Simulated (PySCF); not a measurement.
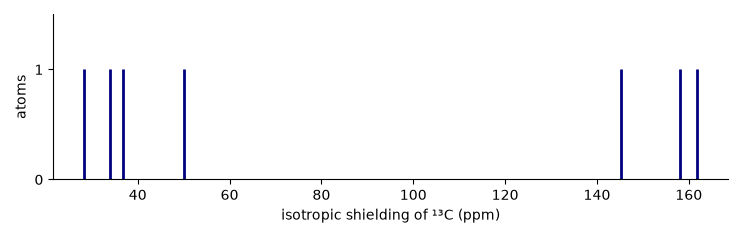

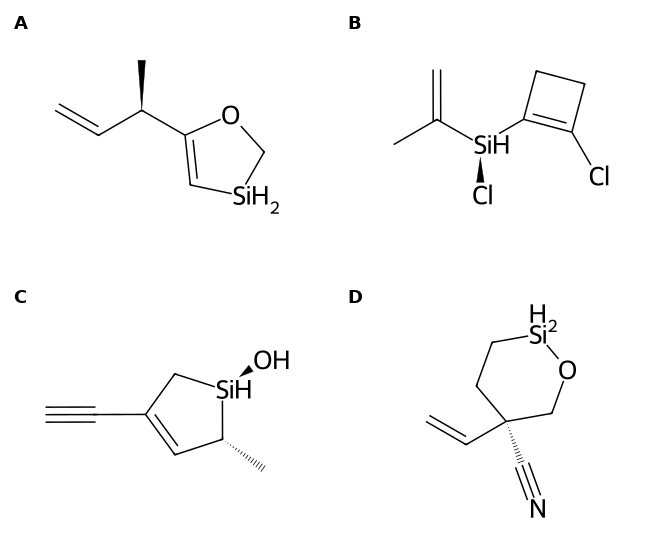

The sticks are computed shieldings of one of the molecules, for one fixed geometry (GFN2-xTB) without averaging over rotations. Low shielding means a high chemical shift. Method: GIAO PBE0/pcSseg-1 NMR shielding, non-relativistic, gas phase (PySCF 2.14.0).

Which molecule gives this pattern?

Answer. B, `C=C(C)[Si@H](Cl)C1=C(Cl)CC1`. Its 7 C atoms give lines at 28.3, 34.0, 36.9, 50.2, 145.2, 158.0, 161.8 ppm.

The geometry is semi-empirical. Around Si such bond lengths and angles can be off by a tenth of an ångström or more and by several degrees, and values that hang on the shape move with them.
